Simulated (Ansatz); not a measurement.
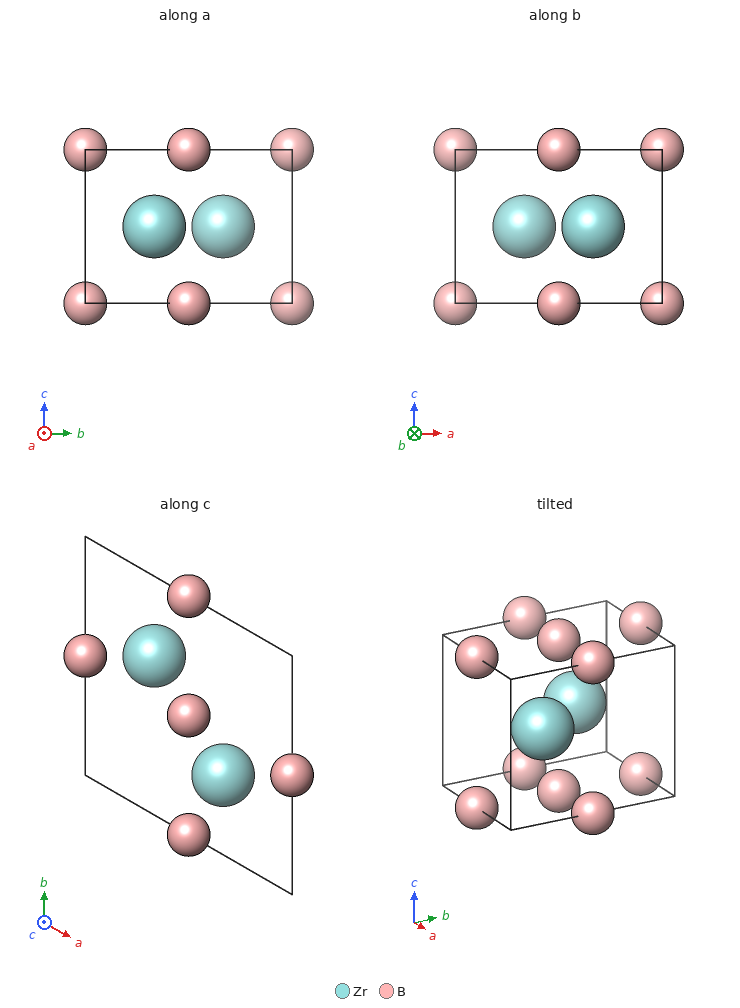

A spheres-only rendering, viewed along the a axis, along the b axis, along the c axis and slightly off an axis. The conventional unit cell is drawn as a box.

Lattice parameters: a = 5.582 Å, b = 5.582 Å, c = 3.594 Å, α = 90.00°, β = 90.00°, γ = 120.00°.

Express the structure as a table of Wyckoff sites.

Space group P6/mmm (No. 191).
```
atom  site       x       y       z
  Zr    2d  0.3333  0.6667  0.5000
   B    3f  0.5000  0.0000  0.0000
```

The structure comes from a random cell made by a generator, so it need not be a real form of the compound. The final geometry of a relaxation with DFT PBE, scalar-relativistic, plane waves, PAW in Ansatz is shown.
